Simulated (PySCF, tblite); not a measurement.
**C8H13Si+: geometry, infrared bands and NMR shifts**

Aim: predict the infrared bands and NMR shifts of C8H13Si+ (`C#C[C@H](C=C)[Si+](C)CC`).

The runs use tblite 0.8.0 and PySCF 2.14.0, with density-fitted response routines of our own; the level of theory stands in each step. All values are computed, except where a source is named. Atoms count from 0, in the outputs and in this text.

**1. Starting geometry**

22 atoms, charge 1, multiplicity 1; geometry from: force field or distance geometry start.

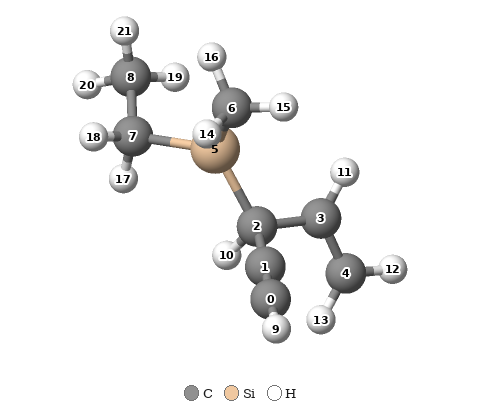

The starting geometry (carbon grey, silicon light orange, hydrogen white), atoms numbered; sticks join atoms by distance.

**2. Geometry optimisation with GFN2-xTB**

The job: settings as JSON, then the geometry in Å.

```
{"job": {"kind": "relax", "xc": "GFN2-xTB", "basis": "xTB"}, "charge": 1, "multiplicity": 1}
C     -2.714700    -1.286900     1.529900
C     -2.009100    -0.566000     0.865200
C     -1.121500     0.293900     0.087000
C     -1.732600     0.606300    -1.252500
C     -2.856200     1.343400    -1.208700
Si     0.596100    -0.369300    -0.012900
C      0.827500    -2.216200    -0.124000
C      1.959000     0.638200     0.804800
C      3.032600     1.073800    -0.172800
H     -3.364400    -1.911400     2.104600
H     -1.094900     1.297700     0.601200
H     -1.305000     0.243100    -2.162200
H     -3.331600     1.588300    -2.170600
H     -3.274600     1.694300    -0.272800
H      0.634300    -2.695700     0.873400
H      0.137100    -2.709800    -0.815800
H      1.888700    -2.467200    -0.385900
H      1.494300     1.589900     1.176500
H      2.364200     0.142400     1.693800
H      2.537500     1.483300    -1.092300
H      3.553100     1.936200     0.329800
H      3.769800     0.311100    -0.396800
```

Command:

```console
OMP_NUM_THREADS=1 python probes_run.py task.json out
```

This one command runs all jobs of the session in turn.

Output:

```text
step      E/eV     max force
  0    -678.00898    2.359
  1    -678.19871    2.245
  2    -678.23331    3.805
  3    -678.32161    1.292
  4    -678.36836    0.665
  5    -678.40717    0.533
  6    -678.44366    0.361
  7    -678.45322    0.348
  8    -678.47406    0.285
  9    -678.48616    0.250
 10    -678.49603    0.166
 11    -678.50110    0.142
 12    -678.50513    0.158
 13    -678.50873    0.159
 14    -678.51200    0.121
 15    -678.51477    0.116
 16    -678.51758    0.131
 17    -678.52056    0.142
 18    -678.52332    0.120
 19    -678.52573    0.102
 20    -678.52816    0.097
 21    -678.53113    0.155
 22    -678.53482    0.151
 23    -678.53894    0.159
 24    -678.54333    0.176
 25    -678.54845    0.180
 26    -678.55453    0.238
 27    -678.56082    0.195
 28    -678.56641    0.159
 29    -678.57103    0.140
 30    -678.57532    0.178
 31    -678.57999    0.173
 32    -678.58448    0.146
 33    -678.58778    0.108
 34    -678.58989    0.090
 35    -678.59145    0.094
 36    -678.59279    0.087
 37    -678.59377    0.088
 38    -678.59466    0.079
 39    -678.59527    0.065
 40    -678.59591    0.053
 41    -678.59645    0.069
 42    -678.59738    0.081
 43    -678.59814    0.068
 44    -678.59880    0.054
 45    -678.59937    0.051
 46    -678.60006    0.052
 47    -678.60085    0.069
 48    -678.60162    0.064
 49    -678.60225    0.050
 50    -678.60284    0.041
 51    -678.60344    0.049
 52    -678.60395    0.054
 53    -678.60435    0.054
 54    -678.60474    0.049
 55    -678.60525    0.052
 56    -678.60591    0.069
 57    -678.60666    0.067
 58    -678.60739    0.062
 59    -678.60825    0.074
 60    -678.60953    0.075
 61    -678.61138    0.104
 62    -678.61372    0.132
 63    -678.61623    0.137
 64    -678.61891    0.101
 65    -678.61859    0.385
 66    -678.62297    0.103
 67    -678.62439    0.093
 68    -678.62712    0.128
 69    -678.62832    0.131
 70    -678.63311    0.124
 71    -678.63550    0.091
 72    -678.63542    0.211
 73    -678.63782    0.077
 74    -678.63869    0.070
 75    -678.64152    0.105
 76    -678.64251    0.088
 77    -678.64449    0.084
 78    -678.64547    0.096
 79    -678.64627    0.079
 80    -678.64689    0.112
 81    -678.64776    0.061
 82    -678.64852    0.054
 83    -678.64906    0.066
 84    -678.65011    0.073
 85    -678.65118    0.088
 86    -678.65243    0.097
 87    -678.65348    0.066
 88    -678.65437    0.066
 89    -678.65511    0.094
 90    -678.65588    0.081
 91    -678.65672    0.076
 92    -678.65752    0.068
 93    -678.65808    0.052
 94    -678.65884    0.059
 95    -678.65955    0.067
 96    -678.66019    0.060
 97    -678.66067    0.051
 98    -678.66107    0.039
 99    -678.66155    0.049
100    -678.66229    0.069
101    -678.66331    0.109
102    -678.66438    0.072
103    -678.66522    0.071
104    -678.66583    0.062
105    -678.66627    0.056
106    -678.66663    0.116
107    -678.66686    0.132
108    -678.66707    0.037
109    -678.66718    0.028
110    -678.66726    0.038
111    -678.66739    0.030
112    -678.66755    0.026
113    -678.66774    0.028
114    -678.66793    0.036
115    -678.66809    0.033
116    -678.66824    0.027
117    -678.66840    0.027
118    -678.66858    0.031
119    -678.66878    0.036
120    -678.66901    0.037
121    -678.66931    0.043
122    -678.66972    0.053
123    -678.67026    0.057
124    -678.67071    0.054
125    -678.67099    0.045
126    -678.67119    0.040
127    -678.67138    0.035
128    -678.67167    0.032
129    -678.67189    0.030
130    -678.67209    0.027
131    -678.67220    0.019
132    -678.67227    0.015
133    -678.67231    0.014
134    -678.67233    0.009
```

Run time: 2.2 s. Hardware: 1 thread of Arm Neoverse N1, shared host.

Relaxation path: (not every step is listed)

```csv
step,energy from step 0 (eV),largest force (eV/Å)
0,0.0000,2.3591
1,-0.1897,2.2451
2,-0.2243,3.8050
3,-0.3126,1.2917
4,-0.3594,0.6654
5,-0.3982,0.5329
6,-0.4347,0.3606
7,-0.4442,0.3476
8,-0.4651,0.2846
20,-0.5192,0.0971
32,-0.5755,0.1460
44,-0.5898,0.0536
56,-0.5969,0.0689
68,-0.6181,0.1285
80,-0.6379,0.1116
92,-0.6485,0.0681
104,-0.6569,0.0617
116,-0.6593,0.0271
128,-0.6627,0.0322
129,-0.6629,0.0301
130,-0.6631,0.0272
131,-0.6632,0.0186
132,-0.6633,0.0146
133,-0.6633,0.0145
134,-0.6634,0.0095
```

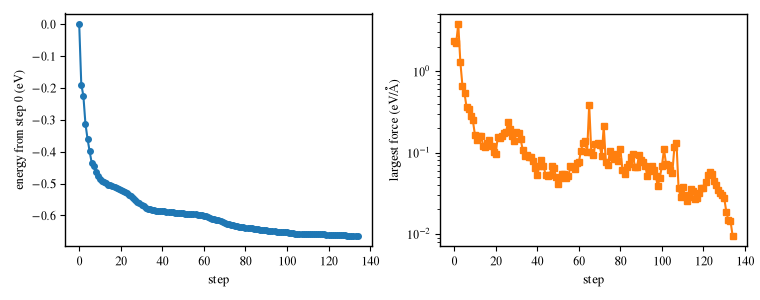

Energy and force, step by step.

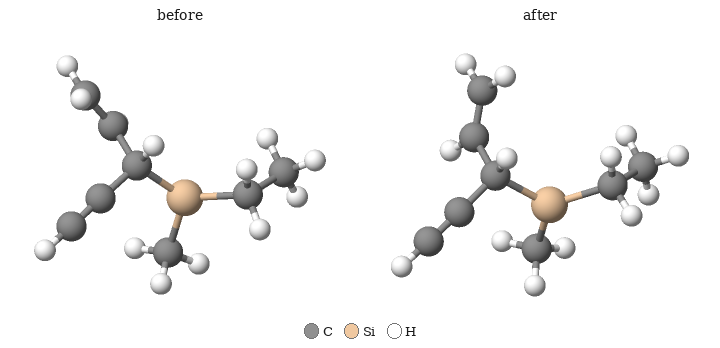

The geometry before (left) and after (right).

Distances of close pairs at the start and the end, largest changes first:

```
  bond  before (Å)  after (Å)  change (Å)
C2–Si5       1.844      1.912      +0.068
C8–H20       1.126      1.086      -0.039
C8–H19       1.122      1.086      -0.035
C6–H14       1.123      1.091      -0.033
C6–H16       1.121      1.090      -0.031
C2–H10       1.128      1.099      -0.030
C7–H17       1.122      1.096      -0.027
 C3–C4       1.345      1.319      -0.026
```

The end geometry stands in the next job.

**3. Vibrational analysis with GFN2-xTB**

The job: settings as JSON, then the geometry in Å.

```
{"job": {"kind": "ir", "xc": "GFN2-xTB", "basis": "xTB"}, "charge": 1, "multiplicity": 1}
C     -2.835886    -1.760319     1.615278
C     -2.167245    -0.898604     1.123571
C     -1.381666     0.149397     0.489196
C     -1.885733     0.407670    -0.920051
C     -2.023730     1.615479    -1.430943
Si     0.457295    -0.368110     0.403464
C      0.850912    -2.111923    -0.186695
C      1.785468     0.919996     0.808799
C      2.813203     1.117482    -0.316511
H     -3.440133    -2.493075     2.062680
H     -1.495035     1.069954     1.077778
H     -2.157087    -0.474233    -1.481148
H     -2.413633     1.760779    -2.422829
H     -1.777050     2.509578    -0.882241
H      0.918880    -2.801922     0.655469
H      0.070555    -2.495593    -0.846762
H      1.798466    -2.163230    -0.723656
H      1.322236     1.887231     1.034017
H      2.320632     0.618670     1.714219
H      2.334709     1.446169    -1.234871
H      3.528816     1.878949    -0.019367
H      3.365616     0.205043    -0.520245
```

Output:

```text
mode    cm-1     km/mol
  1     -50.3      0.01
  2     -19.1      0.91
  3      -5.9      0.58
  4      42.3      0.52
  5      80.0      1.56
  6      98.0      3.76
  7     124.8      2.28
  8     146.3      0.59
  9     181.8      4.28
 10     221.4      5.03
 11     252.5      4.84
 12     301.4      8.62
 13     360.2      4.02
 14     398.0     11.44
 15     453.5      5.78
 16     578.7     21.60
 17     647.9      7.49
 18     678.7     40.13
 19     681.4     41.99
 20     706.8     22.54
 21     756.2      3.02
 22     792.5     49.16
 23     825.7    107.69
 24     838.8    135.49
 25     902.2     33.07
 26     913.2      2.48
 27     978.7     11.45
 28    1012.2     29.28
 29    1014.1      7.71
 30    1016.1      8.91
 31    1045.9     41.23
 32    1063.2     39.07
 33    1140.8     10.03
 34    1185.6      5.67
 35    1201.6      2.99
 36    1252.4     12.57
 37    1278.2     10.12
 38    1348.0     66.46
 39    1393.2     12.18
 40    1396.6      1.33
 41    1397.7     11.41
 42    1415.2     13.89
 43    1424.9      2.79
 44    1488.6      6.58
 45    1496.2     15.17
 46    1691.7      7.88
 47    2281.1      1.19
 48    2888.4      7.59
 49    2932.7      7.02
 50    2956.2      4.78
 51    2991.6      7.27
 52    3002.7     11.41
 53    3006.4     12.21
 54    3055.5     10.86
 55    3059.0     11.33
 56    3065.6      7.12
 57    3085.4     10.22
 58    3107.8     12.57
 59    3144.3      8.30
 60    3389.7     40.74
```

It took 1.8 s on 1 thread of Arm Neoverse N1, shared host.

Which atoms move in the most intense modes:

```csv
cm⁻¹,km/mol,atoms
679,40.1,"H9 42 %, C7 15 %, Si5 11 %, C6 10 %"
681,42.0,"H9 79 %, C0 11 %"
792,49.2,"H14 47 %, H16 16 %, C6 16 %, H15 12 %"
826,107.7,"Si5 36 %, C6 26 %, H16 12 %"
839,135.5,"H15 36 %, H16 22 %, C6 16 %, Si5 15 %"
1046,41.2,"C7 39 %, C8 30 %, H21 11 %"
1348,66.5,"H14 30 %, H16 26 %, H15 26 %, C6 18 %"
3390,40.7,"H9 86 %, C0 13 %"
```

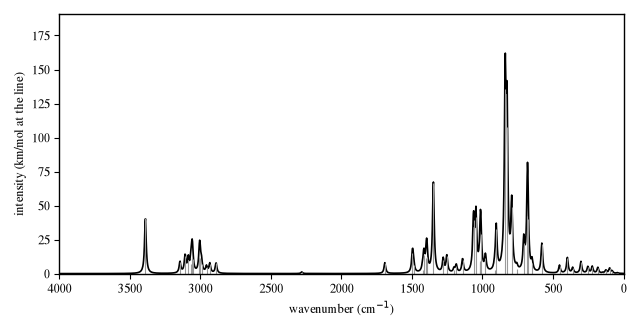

The infrared spectrum from these modes, unscaled. Lines are broadened to a width of 14 cm⁻¹ (Lorentzian).

**4. NMR shieldings: PBE0/pcSseg-1**

The job, as its differences from that of step 3:

```diff
@@ -1,2 +1,2 @@
-{"job": {"kind": "ir", "xc": "GFN2-xTB", "basis": "xTB"}, "charge": 1, "multiplicity": 1}
+{"job": {"kind": "nmr", "xc": "PBE0", "basis": "pcSseg-1"}, "charge": 1, "multiplicity": 1}
 C     -2.835886    -1.760319     1.615278
```

With the program's defaults for keys left out, this is: GIAO PBE0/pcSseg-1 NMR shielding, non-relativistic, gas phase.

Output:

```text
coarse grid: 18376 points
cycle   1  E = -601.0857737795  dE =  1.124e+00  |g| = 6.069e-01  |ddm| = 4.250e+00
cycle   2  E = -600.9851145719  dE =  1.007e-01  |g| = 8.397e-01  |ddm| = 1.658e+00
cycle   3  E = -601.1822640660  dE = -1.971e-01  |g| = 1.872e-01  |ddm| = 1.052e+00
cycle   4  E = -601.1899005739  dE = -7.637e-03  |g| = 7.911e-02  |ddm| = 1.915e-01
cycle   5  E = -601.1913556460  dE = -1.455e-03  |g| = 2.026e-02  |ddm| = 7.379e-02
cycle   6  E = -601.1914593792  dE = -1.037e-04  |g| = 5.208e-03  |ddm| = 2.287e-02
cycle   7  E = -601.1914661693  dE = -6.790e-06  |g| = 1.732e-03  |ddm| = 5.716e-03
final grid: 171432 points
cycle   8  E = -601.2469771087  dE = -4.134e-05  |g| = 9.033e-03  |ddm| = 4.014e-02
cycle   9  E = -601.2469696436  dE =  7.465e-06  |g| = 1.061e-02  |ddm| = 1.630e-02
cycle  10  E = -601.2469981876  dE = -2.854e-05  |g| = 1.355e-03  |ddm| = 9.115e-03
cycle  11  E = -601.2469986046  dE = -4.170e-07  |g| = 3.705e-04  |ddm| = 1.290e-03
cycle  12  E = -601.2469986326  dE = -2.800e-08  |g| = 1.757e-04  |ddm| = 4.579e-04
cycle  13  E = -601.2469986397  dE = -7.073e-09  |g| = 6.311e-05  |ddm| = 1.739e-04
cycle  14  E = -601.2469986406  dE = -9.484e-10  |g| = 1.186e-05  |ddm| = 5.650e-05
converged SCF energy = -601.2469986406

GIAO shielding tensors (ppm)
atom      isotropic    diamagn.    paramagn.     s11        s22        s33       span
  0 C       96.526     257.150    -160.624     21.987     26.518    241.072    219.085
  1 C      111.835     262.370    -150.535     18.363     24.292    292.848    274.485
  2 C      142.876     249.571    -106.695    116.919    153.119    158.590     41.671
  3 C       61.172     258.610    -197.438    -49.794     90.308    143.003    192.797
  4 C       43.336     252.828    -209.492    -75.335     43.712    161.632    236.967
  5 Si       8.583     883.306    -874.723   -221.529    -12.843    260.121    481.650
  6 C      177.080     258.612     -81.532    147.634    187.336    196.270     48.636
  7 C      157.017     258.500    -101.483    128.408    162.576    180.067     51.659
  8 C      178.050     246.940     -68.890    168.073    177.095    188.983     20.910
  9 H       29.137      33.645      -4.508     23.954     24.290     39.167     15.213
 10 H       27.258      30.871      -3.613     24.048     27.283     30.443      6.394
 11 H       26.063      31.554      -5.491     23.989     25.588     28.612      4.623
 12 H       25.218      27.577      -2.359     22.106     24.359     29.190      7.084
 13 H       25.336      30.781      -5.444     21.021     25.119     29.869      8.848
 14 H       29.752      28.997       0.754     25.269     26.717     37.269     12.000
 15 H       29.330      31.481      -2.151     24.512     27.906     35.571     11.059
 16 H       29.264      30.323      -1.058     24.529     27.688     35.576     11.047
 17 H       28.893      33.139      -4.246     24.347     28.501     33.831      9.484
 18 H       29.295      30.182      -0.887     25.095     27.464     35.326     10.231
 19 H       30.486      30.371       0.114     25.608     29.287     36.562     10.953
 20 H       29.529      26.257       3.273     24.536     26.501     37.552     13.016
 21 H       30.144      28.937       1.207     25.380     28.844     36.208     10.828
```

It took 77 s on 1 thread of Arm Neoverse N1, shared host; peak memory 1 GiB.

The references, computed at this level on geometries of the same kind, shield at (ppm): 1H TMS 31.72, 13C TMS 186.9, 29Si TMS 349.2. Their shielding less the atom's gives the shift. The references are single molecules in the gas phase. Atoms listed in one row are averaged.

```
        atoms                                 environment  σ (ppm)  δ (ppm)
           C4                        terminal =CH2 carbon     43.3    143.6
           C3                                   alkene CH     61.2    125.8
           C0                      terminal alkyne carbon     96.5     90.4
           C1                               alkyne carbon    111.8     75.1
           C2                 allylic sp3 CH bonded to Si    142.9     44.0
           C7                        sp3 CH2 bonded to Si    157.0     29.9
           C6                  methyl carbon bonded to Si    177.1      9.8
           C8                               methyl carbon    178.1      8.9
          H12          hydrogen on a terminal =CH2 carbon    25.22     6.50
          H13          hydrogen on a terminal =CH2 carbon    25.34     6.38
          H11                    hydrogen on an alkene CH    26.06     5.65
          H10  hydrogen on an allylic sp3 CH bonded to Si    27.26     4.46
          H17         hydrogen on an sp3 CH2 bonded to Si    28.89     2.82
           H9        hydrogen on a terminal alkyne carbon    29.14     2.58
          H18         hydrogen on an sp3 CH2 bonded to Si    29.29     2.42
H14, H15, H16    hydrogen on a methyl carbon bonded to Si    29.45     2.27
H19, H20, H21                 hydrogen on a methyl carbon    30.05     1.66
          Si5                       silicon bonded to 3 C      8.6    340.6
```

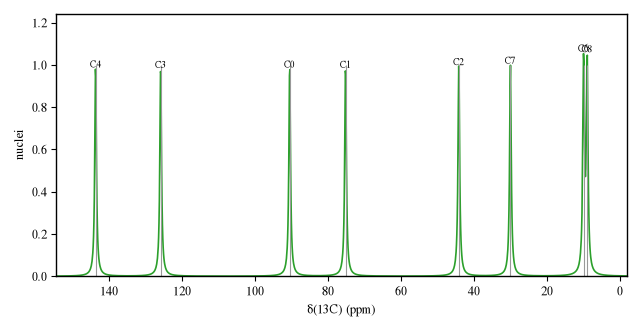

13C lines at the computed shifts, without couplings. Lines are broadened to a width of 0.54 ppm (Lorentzian).

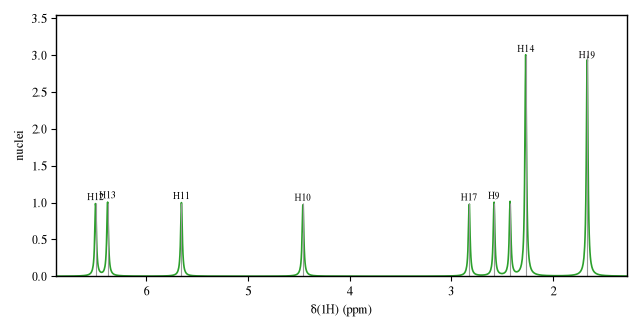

1H lines at the computed shifts, without couplings. Lines are broadened to a width of 0.02 ppm (Lorentzian).

The run also stored atomic charges by several schemes (e):

```
atoms  Mulliken    IAO  Hirshfeld  ESP fit
   C0     -0.29  -0.18      -0.06    -0.47
   C1      0.29  -0.07      -0.05     0.18
   C2     -0.55  -0.38      -0.08    -0.43
   C3     -0.22  -0.15      -0.03     0.06
   C4     -0.08  -0.27      -0.05    -0.38
  Si5      1.17   1.26       0.69     0.82
   C6     -0.64  -0.72      -0.17    -0.69
   C7     -0.60  -0.54      -0.12    -0.17
   C8     -0.30  -0.41      -0.10    -0.21
```

ESP fit charges:

C0 -0.47; C1 0.18; C2 -0.43; C3 0.06; C4 -0.38; Si5 0.82; C6 -0.69; C7 -0.17; C8 -0.21; H9 0.36; H10 0.21; H11 0.12; H12 0.20; H13 0.21; H14 0.25; H15 0.22; H16 0.23; H17 0.08; H18 0.12; H19 0.09; H20 0.12; H21 0.07

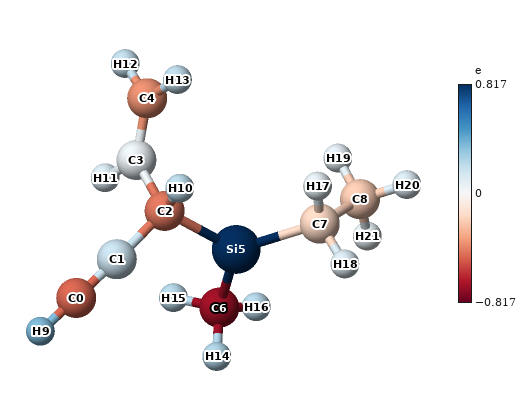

ESP fit charges, as colours on the atoms.

Mayer bond orders: C0–C1 2.49, C1–C2 0.96, C2–C3 0.99, C3–C4 1.94, C2–Si5 0.89, Si5–C6 1.05, Si5–C7 0.99, C7–C8 1.03.

**5. Results**

```
                                                              quantity                                                     value
                             strongest single infrared mode (GFN2-xTB)                                      839 cm⁻¹, 135 km/mol
                                          zero-point energy (GFN2-xTB)                                            111.8 kcal/mol
                                13C shifts against TMS (PBE0/pcSseg-1)        143.6, 125.8, 90.4, 75.1, 44.0, 29.9, 9.8, 8.9 ppm
1H shifts against TMS (PBE0/pcSseg-1, means over atoms taken as alike)  6.50, 6.38, 5.65, 4.46, 2.82, 2.58, 2.42, 2.27, 1.66 ppm
                               29Si shifts against TMS (PBE0/pcSseg-1)                                                 340.6 ppm
```

**Reading.** The optimisation took 134 steps and gained 0.663 eV; among the close pairs (by a distance rule), C2–Si5 changed most, from 1.844 to 1.912 Å. The lowest mode is imaginary (50i cm⁻¹), so the xTB geometry is not a minimum. The strongest single mode, at 839 cm⁻¹, is spread over several atoms, H15, H16, C6, Si5 among them. GFN2-xTB is a fitted tight-binding method: band positions and strengths are rough. Its intensities can rank the bands wrongly. At PBE0/pcSseg-1: The widest tensor belongs to Si5: span 482 ppm, with a paramagnetic part of -875 ppm.
